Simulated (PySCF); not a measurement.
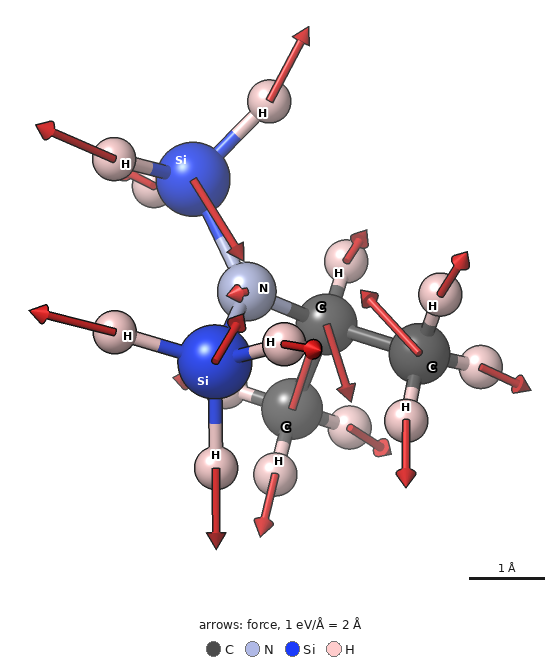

Starting geometry of C$_{3}$H$_{13}$NSi$_{2}$ with the computed forces as red arrows. Style: ball-and-stick. Shown from a free direction.

The start comes from GFN2-xTB.

These are results of PySCF 2.14.0, density-fitted response routines, PBE0-D3(BJ)/def2-SVP geometry optimisation, gas phase, not measurements. 

### Is this structure relaxed? If not, where do the atoms go?

It isn't relaxed: the largest force vector, on H atoms, is 0.71 eV/Å. The final displacements have little in common with the starting forces (cosine between the two patterns 0.22). Over 7 geometry steps the energy falls by 11.5 kJ/mol. An H atom moves most after the best rigid fit: 0.20 Å. Largest moves by element: H 0.20 Å, C 0.06 Å, Si 0.06 Å, N 0.03 Å. Near-neighbour distances that change, for instance: H–Si 1.459 → 1.491 Å, C–N 1.458 → 1.476 Å, C–H 1.088 → 1.100 Å, N–Si 1.736 → 1.748 Å. Among the angles between lasting bonds that change: N–Si–H 111.0° → 113.5°. The run took roughly 4 core-minutes on a shared host.
